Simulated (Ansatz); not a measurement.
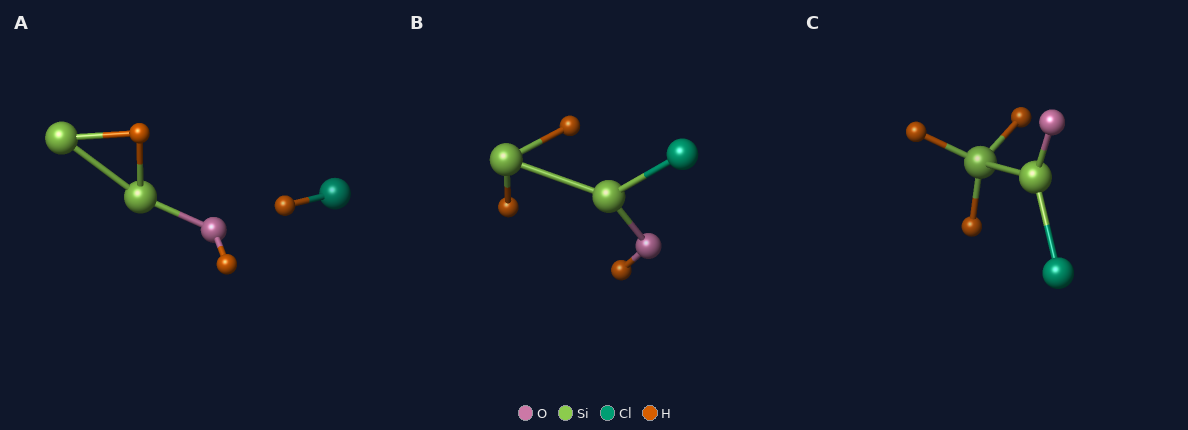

3 stationary structures of one formula. Geometries: PBE0-D4/def2-TZVP. Electronic energies: RHF-CCSD(T) (frozen core)/def2-TZVPP (Ansatz 0.2.0), without zero-point energy. No frequency run is at hand to confirm each as a minimum. Each is one conformer, not always the lowest.

### Which structure is the most stable?

C is lowest (Cs); B lies 0.441 eV above it (C1), A lies 2.829 eV above it (C1).
